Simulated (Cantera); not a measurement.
Charge: 1 mol Si, 2.1 mol H2O, 71 mol N2, 0.0011 mol Cl2, equilibrated at 630 Pa.

Method: chemical equilibrium by Gibbs-energy minimisation in Cantera with the NASA 1993 tables (ideal gas, pure condensed phases). Candidate condensed phases: H2O, NH4Cl, Si, SiO2, Si2N2O, Si3N4; 47 gas species. The tables hold silica as quartz up to 1696 K and as liquid above; real silica turns to tridymite and cristobalite and melts near 1996 K. Rates play no part.

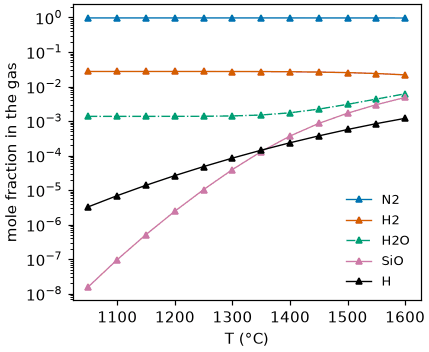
Figure. Equilibrium gas composition (values under 1e-9 drawn at 1e-9)

**Question.** Read off the mole fractions at 1400 °C.

**Answer.** N2 about 0.97, H2 about 0.027, H2O about 0.0017, SiO about 0.00037, H about 0.00024.
